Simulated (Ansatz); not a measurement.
**BFH₅NSi···H₂O: density, localisation and related maps**

Input file:

```
crystal:
  periodic: [false, false, false]
  atoms:
    - { symbol: B, position_ang: [-0.004561, 0.458676, -0.342293] }
    - { symbol: O, position_ang: [-0.292493, -0.284266, 2.144262] }
    - { symbol: H, position_ang: [-1.249846, -0.084759, 2.132646] }
    - { symbol: F, position_ang: [1.084269, -0.321787, -0.539188] }
    - { symbol: "N", position_ang: [-1.253845, 0.023389, -0.841955] }
    - { symbol: H, position_ang: [-1.370578, -0.888853, -1.281255] }
    - { symbol: H, position_ang: [-2.102636, 0.579852, -0.807375] }
    - { symbol: Si, position_ang: [0.183829, 2.275321, 0.421354] }
    - { symbol: H, position_ang: [1.026772, 2.302621, 1.675238] }
    - { symbol: H, position_ang: [0.823034, 3.280309, -0.500348] }
    - { symbol: H, position_ang: [-1.151929, 2.853142, 0.823879] }
    - { symbol: H, position_ang: [0.118485, 0.561056, 2.462735] }
basis:
  gaussian: { orbitals: "6-31G*" }
hamiltonian:
  xc: pbe
relax:
  f_tol: 0.03
  max_steps: 50
output:
  orbitals: {}
```

Launched as:

```sh
ansatz run input.yaml --threads 2 --pin off --max-ram 3072MiB --backend cpu --events-out ev --progress --plain --runs-dir out
```

The fields are those of the run's last geometry, not of the input's.

The calculation used RKS PBE/6-31G* in Ansatz 0.2.0.

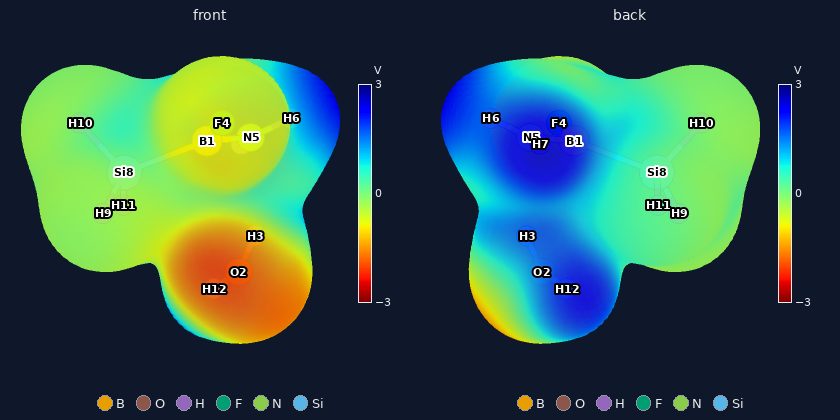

Figure 1. The electrostatic potential painted on the density surface at 0.002 e/bohr³, seen from the front and from behind; red is negative and blue positive.

Where is the surface potential most negative and most positive?

Answer. The most negative region (about −1.9 V) lies over O2, the most positive (about +2.4 V) over H7. O2 is the likeliest acceptor of a hydrogen bond.

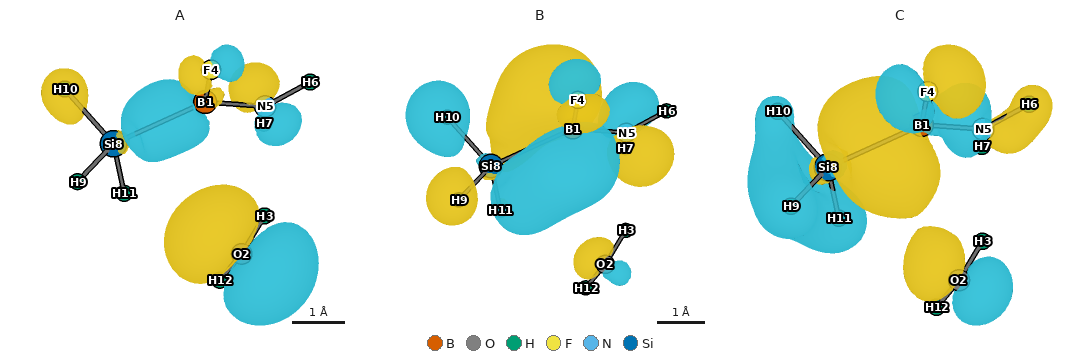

Figure 2. Three frontier orbitals at ±0.1 Å⁻³ᐟ² (yellow and cyan are the two phases), in no order.

Order the three orbitals by energy and name them.

Answer. C is the HOMO−1 (−6.93 eV). It lies mainly on Si8 (about 30 %), B1 (about 25 %), F4 (about 15 %), O2 (about 10 %) and N5 (about 5 %). A is the HOMO (−6.27 eV). By Hirshfeld shares it lies mainly on O2 (about 75 %); largely a lone pair of O2. B is the LUMO (−0.77 eV). Its weight (Hirshfeld) is mainly on B1 (about 40 %), Si8 (about 20 %), N5 (about 15 %) and F4 (about 10 %).

What is the HOMO–LUMO gap?

Answer. 5.50 eV between the orbital energies.

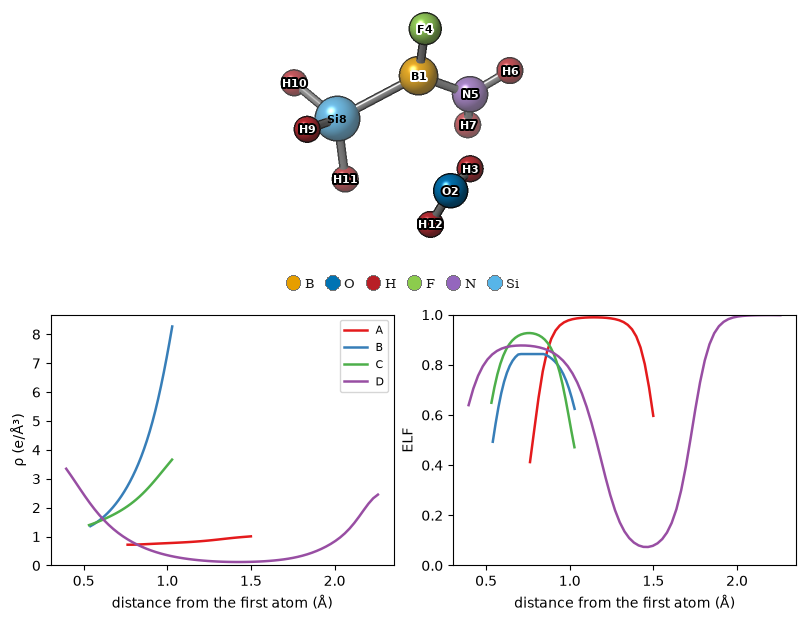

Figure 3. Electron density and electron localisation function along straight lines between neighbouring atoms. The curves leave out the atomic cores. The structure is drawn too.

Which curve belongs to which contact (B–F, B–N, N–H and Si–B)? The first atom named is at distance zero.

Answer. Curve A: Si–B (2.03 Å): ρ at the midpoint is about 0.78 e/Å³; the ELF peaks at about 1 between the atoms, as expected for a shared electron pair. Curve B: B–F (1.35 Å): ρ is about 2 e/Å³ halfway; the ELF peaks at about 0.85 between the atoms, as expected for a polar covalent bond. Curve C: B–N (1.42 Å): the density is about 1.9 e/Å³ at the midpoint; the ELF peaks at about 0.95 between the atoms; a polar covalent bond. Curve D: N5···H3 (2.26 Å): the density falls to about 0.12 e/Å³ on the way; the ELF dips to about 0.05 between them (by its geometry a hydrogen bond between the two molecules, with no shared pair).
